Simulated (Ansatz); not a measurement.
# GaNH3 (SMILES [NH2][GaH]) at UB3LYP/6-31G(d) (spherical functions)

What is the electronic atomisation energy of GaNH3 at UB3LYP/6-31G* (spherical functions)? 

Program for the calculation: Ansatz 0.2.0.

55 further runs of the same task are left out: 55 set aside as unsound or not needed.

### Step 1. The structure to begin with

The species is GaNH3 (5 atoms), meant as a doublet with charge 0. SMILES: `[NH2][GaH]`. Geometry: relaxed at PBE0-D4/def2-TZVP. This is one conformer, not always the lowest.

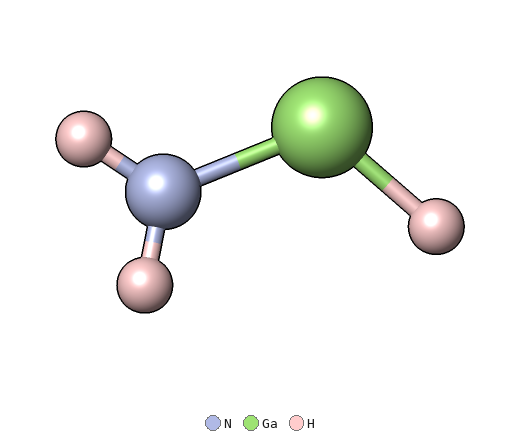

The structure, seen from a chosen angle (nitrogen light blue, gallium green, hydrogen pink).

### Step 2. A single-point energy at UB3LYP/6-31G(d) (spherical functions)

Contents of in.yaml:

```yaml
crystal:
  periodic: [false, false, false]
  atoms:
    - {symbol: "N", position_ang: [-0.211900, -0.684000, 0.064700]}
    - {symbol: Ga, position_ang: [0.815500, 0.782900, 0.417000]}
    - {symbol: H, position_ang: [-0.946800, -0.701300, -0.625100]}
    - {symbol: H, position_ang: [-0.115200, -1.569300, 0.532000]}
    - {symbol: H, position_ang: [0.508200, 2.097900, -0.430100]}
basis:
  gaussian:
    orbitals: 6-31G_st_-spherical.json
magnetization:
  spin_polarized: true
  initial_magnetization: 1
accuracy: high
output: {orbitals: {seedname: orbitals}}
hamiltonian:
  xc: {name: B3LYP}
```

The basis set 6-31G* is read from a file made from the Basis Set Exchange's data (not shown).

Launch:

```
ansatz run in.yaml --threads 1 --pin off --max-ram 3480MiB --events-out events.jsonl --progress --plain --runs-dir runs
```

The program printed:

```text
Warning: RAYON_NUM_THREADS=1 ignored (pool sized by the plan → 1); use --threads N
Functional definition: B3LYP
  name "B3LYP"
  parameter a0 = 0.2
  parameter ax = 0.72
  parameter ac = 0.81
  exchange = (1 - a0 - ax)*slater_x + ax*b88_x + a0*exact_x
  correlation = (1 - ac)*vwn_rpa_c + ac*lyp_c
1062 factors; integrals over basis functions are off by at most 3.6e-9 eV
mean field evaluation 1: about -53902.0777 eV, gradient 4.3e1 eV
mean field evaluation 2: about -53861.8624 eV, gradient 8.3e1 eV
mean field evaluation 4: about -53909.5806 eV, gradient 3.4e0 eV
mean field evaluation 8: about -53909.6872 eV, gradient 3.8e-1 eV
mean field evaluation 16: about -53909.6881 eV, gradient 8.8e-5 eV
mean field -53909.68811015 eV, -1981.1444967488 hartree, gradient 3.7e-8 eV, S^2 0.752778; 0 other end points of the search recorded, 0 dependent functions left out
reference -53909.68814412 eV, -1981.1444979972 hartree; 21, 20 occupied and 31, 32 virtual orbitals, 1062 factors
Total energy: -53909.68814412 eV, -1981.1444979972 hartree
```

Wall time 6 s (1 thread of Arm Neoverse V1, shared host); peak memory 0.21 GiB.

### Step 3. The Ga atom

Contents of molecule.yaml:

```yaml
basis:
  gaussian:
    orbitals: 6-31G_st_-spherical.json
crystal:
  periodic: [false, false, false]
  atoms:
    - {symbol: Ga, position_ang: [0.000000, 0.000000, 0.000000]}
magnetization:
  spin_polarized: true
  initial_magnetization: 1
hamiltonian:
  xc: {name: B3LYP}
accuracy: high
```

The basis set 6-31G* is read from a file made from the Basis Set Exchange's data (not shown).

Run the same way, it converges to -1924.58741 Eh (log not shown).

### Step 4. The H atom

Contents of in.yaml:

```yaml
crystal:
  periodic: [false, false, false]
  atoms:
    - {symbol: H, position_ang: [0.000000, 0.000000, 0.000000]}
basis:
  gaussian: {orbitals: "6-31G*"}
magnetization: {spin_polarized: true, initial_magnetization: 1}
accuracy: high
hamiltonian: {xc: {name: B3LYP}}
```

Run the same way, it converges to -0.50027 Eh (log not shown).

### Step 5. The N atom

Contents of molecule.yaml:

```yaml
crystal:
  periodic: [false, false, false]
  atoms:
    - symbol: N
      position_ang: [0.000000, 0.000000, 0.000000]
basis:
  gaussian:
    orbitals: 6-31G_st_-spherical.json
magnetization:
  spin_polarized: true
  initial_magnetization: 3
hamiltonian:
  xc: {name: B3LYP}
accuracy: high
```

The basis set 6-31G* is read from a file made from the Basis Set Exchange's data (not shown).

Run the same way, it converges to -54.58288 Eh (log not shown).

### Step 6. What came out

Level: UB3LYP/6-31G* (spherical functions).

| quantity | value |
| --- | --- |
| molecule: total energy | -1981.14450 Eh |
| molecule: HOMO energy (highest over α and β) | -5.33 eV |
| molecule: LUMO energy (lowest over α and β) | -2.68 eV |
| molecule: ⟨S²⟩ | 0.753 |
| Ga atom: total energy | -1924.58741 Eh |
| Ga atom: ⟨S²⟩ | 0.752 |
| H atom: total energy | -0.50027 Eh |
| H atom: ⟨S²⟩ | 0.750 |
| N atom: total energy | -54.58288 Eh |
| N atom: ⟨S²⟩ | 3.752 |
| electronic atomisation energy | 12.882 eV |

Taking the molecule apart into free atoms costs 12.88 eV (1243 kJ/mol), before zero-point energy and without spin-orbit coupling.
